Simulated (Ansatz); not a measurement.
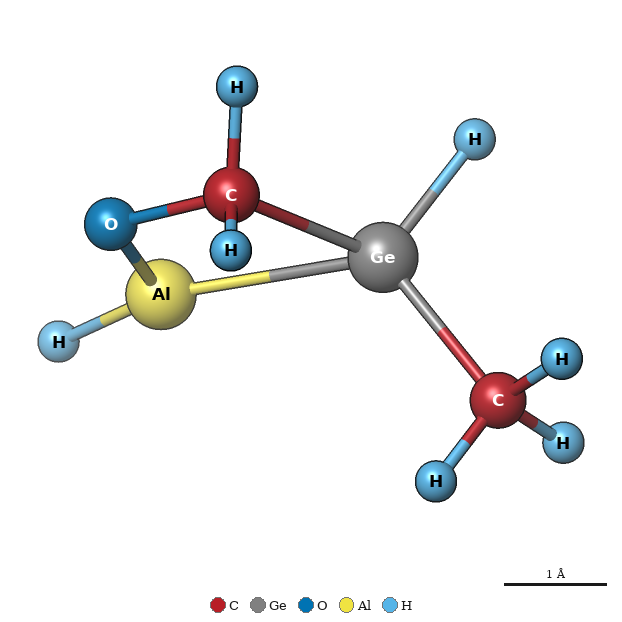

Depth is shown by fading: the farther an atom, the more it takes the colour of the background. The geometry was computed by an optimisation with PBE0-D4/def2-TZVP. No frequency run is at hand to confirm it as a minimum. Masses are those of the most abundant isotopes; constants are for the rigid equilibrium geometry.

**Classify the rotor and give the rotational constants (MHz).**

An asymmetric top (C1): A = 4965, B = 1828, C = 1584 MHz. Ray's parameter κ is −0.86, close to the prolate limit.
